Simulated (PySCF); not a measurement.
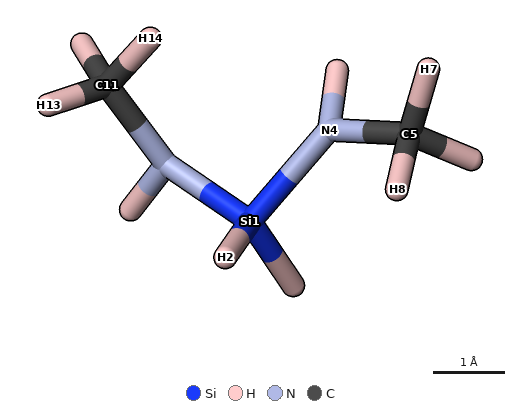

This is the input geometry for a relaxation of C2H10N2Si. The picture is a stick view, seen at a tilt.

The start comes from GFN2-xTB. Its atoms were then displaced at random by about 0.03 Å.

All numbers below come from PBE0-D3(BJ)/def2-SVP geometry optimisation, gas phase (PySCF).

```xyz
15

Si    1.0612   -0.2934    0.0153
H     1.4203   -0.1429    1.3982
H     2.1090   -0.2463   -0.9140
N    -0.0264    1.0776   -0.1819
C     0.1905    2.4220    0.0981
H    -0.7821    1.0178   -0.9533
H    -0.6821    3.0034    0.3394
H     0.8802    2.4824    0.9976
H     0.7307    2.9563   -0.6284
N     0.1053   -1.6198   -0.4434
C    -1.1611   -2.0155    0.1623
H     0.6783   -2.4145   -0.7153
H    -1.0747   -2.5803    1.0110
H    -1.7373   -1.1029    0.4304
H    -1.7445   -2.6199   -0.5720
```

Predict the outcome.

H6 moves most after the best rigid fit: 0.49 Å. Largest moves by element: H 0.49 Å, N 0.29 Å, Si 0.13 Å, C 0.11 Å. Some distances before and after: Si1–H3 1.401 → 1.501 Å, C11–H13 1.023 → 1.107 Å, N4–H6 1.082 → 1.014 Å, Si1–H2 1.437 → 1.503 Å. Bond angles that change, for instance: H2–Si1–H3 116.6° → 107.5°, H3–Si1–N4 111.2° → 117.9°, Si1–N10–H12 111.4° → 117.9°. Groups turn about Si1–N4 by about 25°. After 12 geometry steps the energy has fallen by 75.7 kJ/mol. The run took 120 s on 1 thread of Arm Neoverse N1, on a shared host.

History of the run:

```tsv
step	E − E(0), kJ/mol
0	0.00
1	-66.81
2	-68.02
3	-72.78
4	-73.68
5	-74.56
6	-75.13
7	-75.40
8	-75.53
9	-75.58
10	-75.63
11	-75.66
12	-75.67
```

Final geometry:

```xyz
15

Si    1.0602   -0.2627   -0.1125
H     1.5508    0.0110    1.2812
H     2.2645   -0.4912   -0.9796
N     0.0661    1.1065   -0.4555
C     0.1204    2.3955    0.1851
H    -0.4620    1.0926   -1.3216
H    -0.8884    2.7990    0.3828
H     0.6244    2.3032    1.1598
H     0.6749    3.1597   -0.3927
N     0.1220   -1.6868   -0.3638
C    -1.1605   -1.9586    0.2354
H     0.5820   -2.4922   -0.7712
H    -1.1070   -2.5973    1.1384
H    -1.6293   -1.0081    0.5332
H    -1.8510   -2.4467   -0.4748
```

The end point in the same view:

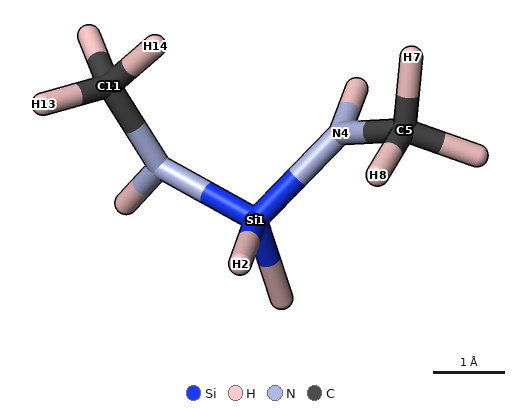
